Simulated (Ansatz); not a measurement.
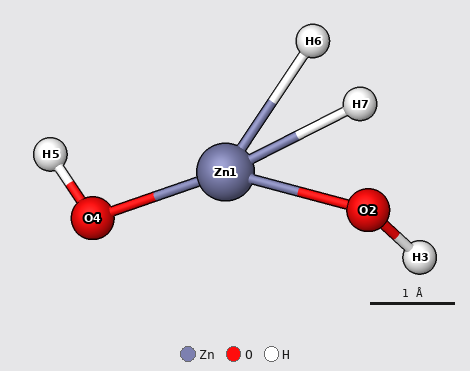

*The structure (ball-and-stick view, seen at a tilt; atoms are numbered from 1 in the order of the input). Sticks mark near contacts.*

## Run report: ZnH$_{4}$O$_{2}$, phonon calculation

The run: phonon calculation of ZnH$_{4}$O$_{2}$. Method and program: RKS PBE/def2-SVP (Ansatz 0.2.0).

It belongs to a series of runs on one base structure; here: vibrations at the highest image of the band. Figures and captions count atoms from 1; the log counts them from 0 in places.

### Log
```
Engine: ansatz 0.2.0, aarch64-unknown-linux-gnu
Functional definition: PBE
  parameter kappa = 0.804
  parameter beta = 0.06672455060314922
  exchange = pbe_x(kappa = kappa, mu = beta*pi^2/3)
  correlation = pbe_c(beta = beta)
876 factors; their error is unknown
mean field evaluation 1: about -52541.5850 eV, gradient 9.2e1 eV
mean field evaluation 2: about -52411.8770 eV, gradient 2.4e2 eV
mean field evaluation 4: about -52553.6756 eV, gradient 3.6e1 eV
mean field evaluation 8: about -52555.9923 eV, gradient 1.3e-1 eV
mean field evaluation 16: about -52555.9549 eV, gradient 8.9e-5 eV
mean field -52555.95494049 eV, -1931.3957203574 hartree, gradient 2.4e-5 eV, S^2 0.000000; 0 other end points of the search recorded, 0 dependent functions left out
the calculation of the forces begins
reference -52555.95498660 eV, -1931.3957220519 hartree; 25, 25 occupied and 54, 54 virtual orbitals, 876 factors
these checks for a lower state are left out or cut short: stability, starts, cluster_reference, orbital_swaps, neighbouring_geometries, increment
876 factors; their error is unknown
mean field -52555.95485264 eV, -1931.3957171290 hartree, gradient 1.3e-6 eV, S^2 0.000000; 0 other end points of the search recorded, 0 dependent functions left out
[... from here on the field's lines of each further geometry are left out, up to the last ...]
the calculation of the forces begins
reference -52555.95497718 eV, -1931.3957217056 hartree; 25, 25 occupied and 54, 54 virtual orbitals, 876 factors
these checks for a lower state are left out or cut short: stability, starts, cluster_reference, orbital_swaps, neighbouring_geometries, increment
876 factors; their error is unknown
mean field -52555.95491260 eV, -1931.3957193324 hartree, gradient 1.9e-6 eV, S^2 0.000000; 0 other end points of the search recorded, 0 dependent functions left out
the calculation of the forces begins
reference -52555.95495872 eV, -1931.3957210272 hartree; 25, 25 occupied and 54, 54 virtual orbitals, 876 factors
WARN: phonons: modes at or below zero, which the zero-point energy, F, S and C_V leave out: 1, the lowest at -979.24 cm⁻¹. A minimum has none, and a first-order saddle one
Total energy: -52555.95498660 eV, -1931.3957220519 hartree
Atom 0 at     0.234597    -0.178429    -0.005568 Å, force    -0.028871    -0.014339    -0.021595 eV/Å
Atom 1 at     0.023570     0.195009     1.900748 Å, force    -0.009924     0.035390     0.010222 eV/Å
Atom 2 at    -0.596631    -0.360116     2.414875 Å, force     0.001819    -0.012603    -0.005216 eV/Å
Atom 3 at    -0.501990    -0.226265    -1.645462 Å, force     0.036846    -0.005029     0.019540 eV/Å
Atom 4 at     0.162601    -0.521661    -2.296262 Å, force    -0.021122     0.008925    -0.009576 eV/Å
Atom 5 at     1.856043    -0.602435     0.879847 Å, force     0.014789    -0.000091     0.002919 eV/Å
Atom 6 at     1.199909    -0.346703     1.579625 Å, force     0.006464    -0.012254     0.003706 eV/Å
Dipole moment:     0.108839    -0.281371     0.133401 e Å
Vibrations: -979.24 139.32 154.73 238.90 384.61 532.92 657.63 697.37 718.35 809.40 1266.76 1579.75 1865.37 3683.99 3713.64 cm⁻¹, zero-point energy 1.019320 eV
```

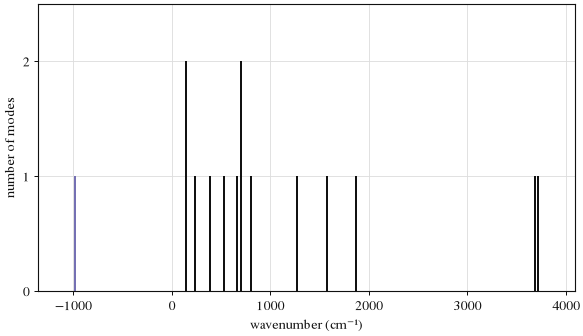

*Harmonic vibrational wavenumbers from the force constants; neighbouring modes closer than 21 cm⁻¹ are counted in one stick, and imaginary ones are drawn at negative wavenumbers.*

15 modes from 979i to 3714 cm⁻¹, 1 imaginary beyond 8i (979i cm⁻¹): a first-order saddle point, if the geometry is stationary.

This output came from the following input.

### Input
```yaml
crystal:
  periodic: [false, false, false]
  atoms:
    - { symbol: Zn, position_ang: [0.234597, -0.178429, -0.005568] }
    - { symbol: O, position_ang: [0.02357, 0.195009, 1.900748] }
    - { symbol: H, position_ang: [-0.596631, -0.360116, 2.414875] }
    - { symbol: O, position_ang: [-0.50199, -0.226265, -1.645462] }
    - { symbol: H, position_ang: [0.162601, -0.521661, -2.296262] }
    - { symbol: H, position_ang: [1.856043, -0.602435, 0.879847] }
    - { symbol: H, position_ang: [1.199909, -0.346703, 1.579625] }
basis:
  gaussian: { orbitals: def2-SVP }
hamiltonian:
  xc: pbe
phonons: {}
```

Launched with:
```bash
ansatz run input.yaml --threads 2 --pin off --max-ram 3072MiB --backend cpu --events-out ev --progress --plain --runs-dir out
```

### Summary

```csv
quantity,value
outcome,converged
total energy,−52555.9550 eV
mean-field energy,−52555.9550 eV
largest force (length of the vector),0.042 eV/Å
hardware,"2 threads of Arm Neoverse V1, 24 GiB of memory available, shared host"
wall time,30 s (CPU time 58 s)
peak memory,0.11 GiB
```
